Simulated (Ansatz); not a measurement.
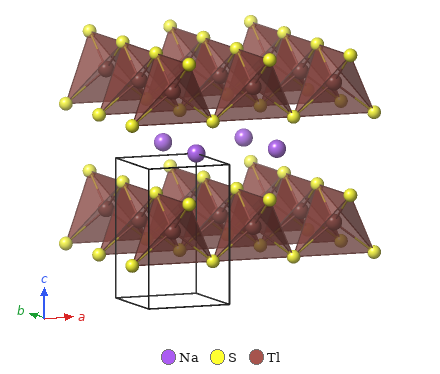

Polyhedra are drawn about Tl (bonds: S–Tl below 2.8 Å); other atoms are plain spheres.

The compound is NaTlS₂ (space group P-4m2, No. 115), taken as the geometry relaxed with DFT, LDA, plane waves, PAW in Ansatz; the starting structure was generated, so it need not be a known form of this composition.

What figure surrounds each Tl atom, and what does it share with the other drawn polyhedra?

Tl: TlS4 tetrahedron, sharing corners with four neighbours.

What is the connectivity of the polyhedra: isolated, groups, chains, layers or framework?

They form layers of corner-sharing tetrahedra parallel to (001). Their corner atoms also have Na as close neighbours (those links are not drawn).

How far apart are the centres of linked polyhedra?

Centre to centre across a shared corner: 4.03 Å.
